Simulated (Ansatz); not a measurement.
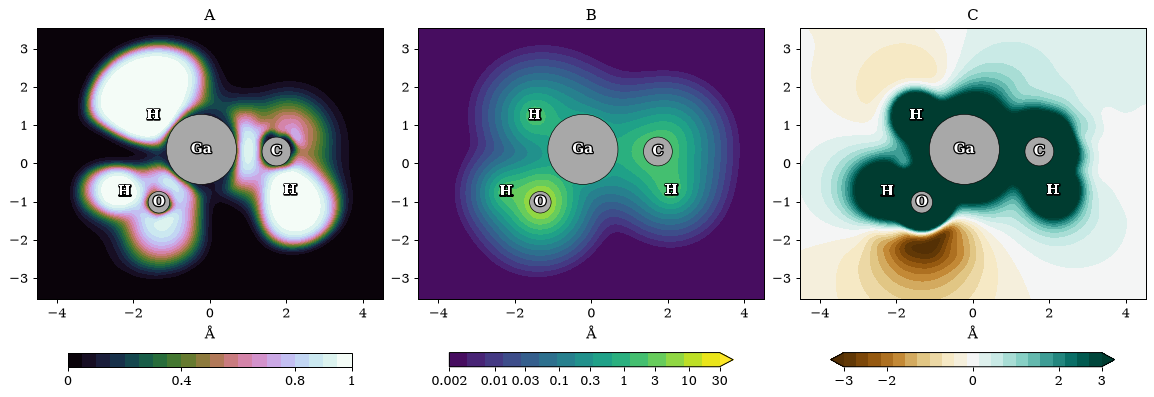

CH₅GaO: 3 fields on the plane of atoms Ga1, O3 and H4, with unlabelled colour scales. Grey discs cover the atomic cores.

Not at a stationary point (largest force 1.8 eV/Å).

Method: Ansatz, RHF/def2-mTZVP.

Q: Which field does each panel show? The fields are: electron density, electron localisation function and electrostatic potential.

A: Panel A: electron localisation function. Panel B: electron density. Panel C: electrostatic potential (strongly positive close to the atoms, with negative regions outside electron-rich atoms). From the grid: Ga–O (1.77 Å): ρ is about 0.93 e/Å³ halfway; the ELF peaks at about 0.85 in the valence shell of O, 0.6 Å from its nucleus, and is about 0.20 at the midpoint. C–Ga (1.96 Å): ρ is about 0.8 e/Å³ halfway; the ELF peaks at about 0.95 in the valence shell of C, 0.7 Å from its nucleus, and is about 0.60 at the midpoint.
